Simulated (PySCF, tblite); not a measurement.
# C5H7NSSi: dynamics, then NMR shifts on frames, part 2 of 2

tblite 0.8.0 and PySCF 2.14.0. Atoms count from 0.

### Step 5. Shielding tensors: 625 fs, PBE0/pcSseg-1

The job: settings as JSON, then the geometry in Å.

```
{"job": {"kind": "nmr", "xc": "PBE0", "basis": "pcSseg-1", "pop": false}, "charge": 0, "multiplicity": 1}
Si     1.657800     1.690000    -0.216000
S      1.459800    -0.068100     1.002200
C     -0.362600    -0.408800     0.663100
C     -1.327100    -0.196400     1.653800
C     -2.629900    -0.239200     1.303900
N     -3.044400    -0.516400     0.021100
C     -2.041900    -0.793100    -0.861700
C     -0.700200    -0.719600    -0.620400
H      2.730500     1.208800    -1.123000
H      2.054800     3.046600     0.363600
H      0.449500     1.581100    -1.039000
H     -0.946100    -0.084500     2.702900
H     -3.328000    -0.002600     2.097900
H     -2.346800    -1.127100    -1.918600
H     -0.039000    -1.230600    -1.317700
```

Level: GIAO PBE0/pcSseg-1 NMR shielding, non-relativistic, gas phase.

Standard output:

```text
coarse grid: 14080 points
cycle   1  E = -936.4558938716  dE =  1.100e+00  |g| = 3.413e-01  |ddm| = 3.816e+00
cycle   2  E = -936.4499025173  dE =  5.991e-03  |g| = 4.018e-01  |ddm| = 8.769e-01
cycle   3  E = -936.4856303803  dE = -3.573e-02  |g| = 1.092e-01  |ddm| = 4.620e-01
cycle   4  E = -936.4878141355  dE = -2.184e-03  |g| = 5.187e-02  |ddm| = 1.487e-01
cycle   5  E = -936.4885068277  dE = -6.927e-04  |g| = 8.563e-03  |ddm| = 6.974e-02
cycle   6  E = -936.4885228228  dE = -1.600e-05  |g| = 3.561e-03  |ddm| = 1.117e-02
cycle   7  E = -936.4885258609  dE = -3.038e-06  |g| = 7.552e-04  |ddm| = 3.535e-03
final grid: 128312 points
cycle   8  E = -936.5357607521  dE = -2.489e-05  |g| = 7.244e-03  |ddm| = 3.740e-02
cycle   9  E = -936.5357517432  dE =  9.009e-06  |g| = 9.193e-03  |ddm| = 2.033e-02
cycle  10  E = -936.5357745764  dE = -2.283e-05  |g| = 7.813e-04  |ddm| = 1.237e-02
cycle  11  E = -936.5357747088  dE = -1.324e-07  |g| = 3.290e-04  |ddm| = 1.097e-03
cycle  12  E = -936.5357747358  dE = -2.702e-08  |g| = 6.750e-05  |ddm| = 3.926e-04
cycle  13  E = -936.5357747368  dE = -1.069e-09  |g| = 3.805e-05  |ddm| = 1.233e-04
cycle  14  E = -936.5357747372  dE = -3.354e-10  |g| = 1.147e-05  |ddm| = 4.337e-05
converged SCF energy = -936.5357747372

GIAO shielding tensors (ppm)
atom      isotropic    diamagn.    paramagn.     s11        s22        s33       span
  0 Si     376.930     879.616    -502.687    301.326    366.148    463.315    161.989
  1 S      519.894    1059.084    -539.190    282.962    430.260    846.462    563.500
  2 C       16.206     262.619    -246.413    -71.683    -21.281    141.582    213.266
  3 C       51.593     256.404    -204.811    -55.210     60.011    149.978    205.189
  4 C       27.965     252.312    -224.347    -83.122     23.011    144.005    227.128
  5 N     -113.642     329.499    -443.141   -443.115   -184.341    286.530    729.646
  6 C       16.576     252.702    -236.125   -100.845     17.532    133.041    233.886
  7 C       55.078     254.855    -199.777    -50.121     62.347    153.009    203.130
  8 H       26.124      29.172      -3.047     21.870     24.528     31.975     10.104
  9 H       25.923      27.737      -1.814     22.302     23.767     31.701      9.399
 10 H       26.980      30.559      -3.579     22.283     28.969     29.690      7.407
 11 H       23.355      31.454      -8.098     19.381     21.998     28.687      9.306
 12 H       22.703      27.878      -5.175     19.414     21.378     27.318      7.905
 13 H       21.874      27.151      -5.277     17.925     21.236     26.461      8.536
 14 H       23.925      32.576      -8.651     20.512     22.023     29.241      8.729
```

Wall time 26 s (1 thread of Arm Neoverse V1, shared host); peak memory 0.85 GiB.

In short: δ C2 170.7, C6 170.3, C4 159.0, C3 135.3, H13 9.84, H12 9.01 ppm.

### Step 6. NMR shieldings: 800 fs, PBE0/pcSseg-1

The job: settings as JSON, then the geometry in Å.

```
{"job": {"kind": "nmr", "xc": "PBE0", "basis": "pcSseg-1", "pop": false}, "charge": 0, "multiplicity": 1}
Si     2.117000     1.285700     0.779900
S      1.049900    -0.365400     1.724900
C     -0.518400    -0.459500     0.841600
C     -1.649500     0.261200     1.271800
C     -2.667400     0.096500     0.399200
N     -2.795300    -0.767100    -0.573100
C     -1.705000    -1.433900    -0.948100
C     -0.548700    -1.246400    -0.308300
H      3.506600     0.768000     0.958500
H      2.233600     2.557200     1.600000
H      1.764400     1.454500    -0.601500
H     -1.520700     1.031300     1.991300
H     -3.595300     0.653900     0.572700
H     -1.756400    -1.995800    -1.841100
H      0.336100    -1.753100    -0.722000
```

Method: GIAO PBE0/pcSseg-1 NMR shielding, non-relativistic, gas phase.

Standard output:

```text
coarse grid: 14080 points
cycle   1  E = -936.4602020130  dE =  1.340e+00  |g| = 3.602e-01  |ddm| = 3.854e+00
cycle   2  E = -936.4437994291  dE =  1.640e-02  |g| = 4.645e-01  |ddm| = 1.015e+00
cycle   3  E = -936.4932939717  dE = -4.949e-02  |g| = 1.116e-01  |ddm| = 5.857e-01
cycle   4  E = -936.4958989247  dE = -2.605e-03  |g| = 4.562e-02  |ddm| = 1.562e-01
cycle   5  E = -936.4964465290  dE = -5.476e-04  |g| = 7.242e-03  |ddm| = 6.528e-02
cycle   6  E = -936.4964574415  dE = -1.091e-05  |g| = 3.143e-03  |ddm| = 1.029e-02
cycle   7  E = -936.4964596687  dE = -2.227e-06  |g| = 6.395e-04  |ddm| = 2.959e-03
final grid: 128312 points
cycle   8  E = -936.5437675257  dE = -2.581e-05  |g| = 7.264e-03  |ddm| = 3.530e-02
cycle   9  E = -936.5437607927  dE =  6.733e-06  |g| = 8.795e-03  |ddm| = 1.981e-02
cycle  10  E = -936.5437809592  dE = -2.017e-05  |g| = 6.609e-04  |ddm| = 1.197e-02
cycle  11  E = -936.5437810464  dE = -8.728e-08  |g| = 3.318e-04  |ddm| = 1.023e-03
cycle  12  E = -936.5437810687  dE = -2.225e-08  |g| = 7.564e-05  |ddm| = 3.656e-04
cycle  13  E = -936.5437810698  dE = -1.075e-09  |g| = 4.331e-05  |ddm| = 1.405e-04
cycle  14  E = -936.5437810702  dE = -4.577e-10  |g| = 8.810e-06  |ddm| = 4.806e-05
converged SCF energy = -936.5437810702

GIAO shielding tensors (ppm)
atom      isotropic    diamagn.    paramagn.     s11        s22        s33       span
  0 Si     395.194     877.993    -482.800    328.870    377.177    479.535    150.666
  1 S      577.717    1058.305    -480.589    411.219    470.816    851.114    439.896
  2 C       28.461     263.093    -234.633    -74.633      2.878    157.138    231.771
  3 C       53.377     256.906    -203.529    -64.301     63.921    160.512    224.813
  4 C       33.950     248.675    -214.725    -68.296     22.978    147.168    215.465
  5 N      -87.892     332.739    -420.631   -410.592   -163.596    310.511    721.102
  6 C       31.006     253.373    -222.367    -85.236     30.312    147.943    233.179
  7 C       53.025     255.917    -202.892    -52.683     63.884    147.873    200.556
  8 H       26.457      27.831      -1.374     22.442     24.849     32.080      9.638
  9 H       26.115      27.366      -1.251     22.303     24.256     31.786      9.482
 10 H       27.525      29.763      -2.238     23.678     26.513     32.383      8.705
 11 H       23.897      33.411      -9.514     20.250     21.420     30.021      9.771
 12 H       22.978      27.406      -4.428     17.892     23.521     27.520      9.629
 13 H       23.263      30.812      -7.548     19.774     22.274     27.743      7.969
 14 H       24.018      32.997      -8.979     20.022     22.503     29.530      9.509
```

Run time: 25 s. Hardware: 1 thread of Arm Neoverse V1, shared host; peak memory 0.86 GiB.

This run: δ C2 158.5, C6 155.9, C4 153.0, C7 133.9, H12 8.74, H13 8.45 ppm.

### Step 7. Nuclear shieldings: 1000 fs, PBE0/pcSseg-1

The job: settings as JSON, then the geometry in Å.

```
{"job": {"kind": "nmr", "xc": "PBE0", "basis": "pcSseg-1", "pop": false}, "charge": 0, "multiplicity": 1}
Si     1.897900     1.482900     1.730100
S      1.459100    -0.636300     1.337700
C     -0.223700    -0.783600     0.828700
C     -0.961300     0.400900     0.785100
C     -2.075300     0.463700    -0.105200
N     -2.299100    -0.459900    -0.989100
C     -1.600600    -1.615200    -0.907400
C     -0.603200    -1.861200     0.072700
H      2.859700     1.516200     0.612000
H      2.358600     1.500900     3.095100
H      0.771200     2.440900     1.790300
H     -0.689700     1.165800     1.509200
H     -2.819000     1.293400    -0.155800
H     -1.846000    -2.311900    -1.781900
H      0.005000    -2.742200     0.164100
```

Method: GIAO PBE0/pcSseg-1 NMR shielding, non-relativistic, gas phase.

Standard output:

```text
coarse grid: 14080 points
cycle   1  E = -936.4412809183  dE =  1.196e+00  |g| = 3.581e-01  |ddm| = 3.820e+00
cycle   2  E = -936.4312615660  dE =  1.002e-02  |g| = 4.422e-01  |ddm| = 9.672e-01
cycle   3  E = -936.4757193536  dE = -4.446e-02  |g| = 8.183e-02  |ddm| = 5.147e-01
cycle   4  E = -936.4767086499  dE = -9.893e-04  |g| = 4.591e-02  |ddm| = 1.115e-01
cycle   5  E = -936.4772213181  dE = -5.127e-04  |g| = 1.283e-02  |ddm| = 6.306e-02
cycle   6  E = -936.4772631758  dE = -4.186e-05  |g| = 3.860e-03  |ddm| = 1.639e-02
cycle   7  E = -936.4772665985  dE = -3.423e-06  |g| = 7.336e-04  |ddm| = 3.748e-03
final grid: 128312 points
cycle   8  E = -936.5243537211  dE = -2.244e-05  |g| = 7.064e-03  |ddm| = 3.643e-02
cycle   9  E = -936.5243443520  dE =  9.369e-06  |g| = 9.144e-03  |ddm| = 2.009e-02
cycle  10  E = -936.5243666641  dE = -2.231e-05  |g| = 6.802e-04  |ddm| = 1.206e-02
cycle  11  E = -936.5243667531  dE = -8.903e-08  |g| = 3.775e-04  |ddm| = 1.036e-03
cycle  12  E = -936.5243667848  dE = -3.174e-08  |g| = 7.921e-05  |ddm| = 4.336e-04
cycle  13  E = -936.5243667862  dE = -1.385e-09  |g| = 3.748e-05  |ddm| = 1.308e-04
cycle  14  E = -936.5243667866  dE = -3.643e-10  |g| = 1.001e-05  |ddm| = 4.553e-05
converged SCF energy = -936.5243667866

GIAO shielding tensors (ppm)
atom      isotropic    diamagn.    paramagn.     s11        s22        s33       span
  0 Si     408.550     879.383    -470.833    351.037    411.528    463.085    112.048
  1 S      527.525    1059.912    -532.387    342.947    410.858    828.771    485.824
  2 C       35.455     265.136    -229.681    -72.665     11.126    167.904    240.569
  3 C       53.456     259.795    -206.339    -48.219     51.827    156.759    204.979
  4 C       31.550     250.063    -218.513    -68.086     26.213    136.522    204.608
  5 N      -80.620     331.341    -411.961   -370.259   -172.024    300.423    670.682
  6 C       25.298     251.863    -226.566    -75.333     16.161    135.065    210.398
  7 C       56.544     257.232    -200.689    -60.223     54.010    175.845    236.069
  8 H       25.945      28.228      -2.283     20.164     24.745     32.926     12.762
  9 H       26.911      28.295      -1.384     22.751     25.270     32.711      9.959
 10 H       25.900      29.638      -3.738     21.851     26.551     29.298      7.447
 11 H       23.935      35.429     -11.494     19.259     23.040     29.506     10.247
 12 H       22.548      28.684      -6.136     18.267     23.196     26.183      7.916
 13 H       22.055      27.172      -5.116     17.849     22.970     25.346      7.497
 14 H       24.109      32.619      -8.510     20.100     22.448     29.780      9.680
```

Wall time 26 s (1 thread of Arm Neoverse V1, shared host); peak memory 0.85 GiB.

This run: δ C6 161.6, C4 155.4, C2 151.5, C3 133.5, H13 9.66, H12 9.17 ppm.

### Step 8. Comparing the runs: NMR shifts

Shifts (ppm) of some atoms, chosen among heavy atoms and hydrogens apart, with basis size and wall time:

```
  frame     C6     C2   H10    H8    Si0    S1     N5  functions  time
 250 fs  148.8  145.2  5.03  3.89  -70.0  -106  332.3        185  27 s
 425 fs  160.0  151.7  4.77  5.04  -48.7   -54  364.3        185  26 s
 625 fs  170.3  170.7  4.74  5.59  -27.8   -16  381.4        185  26 s
 800 fs  155.9  158.5  4.19  5.26  -46.0   -74  355.6        185  25 s
1000 fs  161.6  151.5  5.82  5.77  -59.4   -24  348.3        185  26 s
```

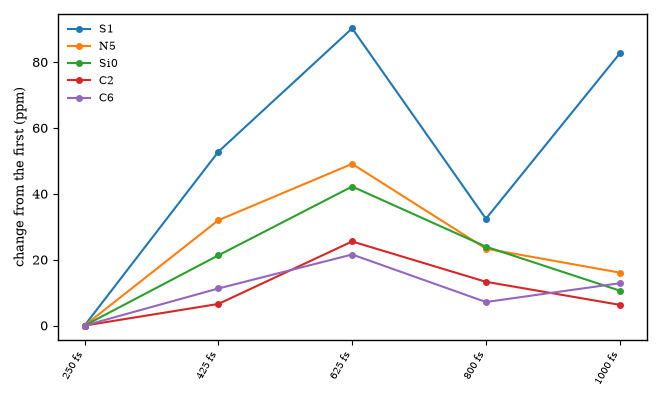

How five of the tabulated atoms move from run to run.

### Step 9. What came out

This closing draws on all 2 parts.

| quantity | value |
| --- | --- |
| thermostat | 400 K |
| mean temperature, second half | 446 K |
| mean potential energy above the minimum | 0.77 eV |
| 13C shifts against TMS (PBE0/pcSseg-1, 250 fs) | 160.5, 148.8, 145.2, 131.7, 123.2 ppm |
| 1H shifts against TMS (PBE0/pcSseg-1, 250 fs) | 9.17, 8.51, 7.50, 6.82, 5.03, 4.92, 3.89 ppm |
| 29Si shifts against TMS (PBE0/pcSseg-1, 250 fs) | -70.0 ppm |
| 33S shifts against CS2 (PBE0/pcSseg-1, 250 fs) | -106 ppm |
| 15N shifts against NH3 (PBE0/pcSseg-1, 250 fs) | 332.3 ppm |
| range of the shift of S1 | -106 to -16 ppm |

In words: In the second half the potential energy averages 0.77 eV above the minimum; equipartition over 39 harmonic modes at 400 K would give 0.67 eV. With 15 atoms the temperature swings widely (180 to 597 K). Shifts at one fixed geometry are not the observed spectrum, which averages over the motion. In the first frame run (250 fs): The widest tensor belongs to N5: span 689 ppm, with a paramagnetic part of -396 ppm. NICS(1)zz of -25 ppm above the planar ring from C2 marks a diatropic (aromatic) ring current. In ppm, S1 moves most: its shift spreads over 90 ppm, from -106 (250 fs) to -16 (625 fs).
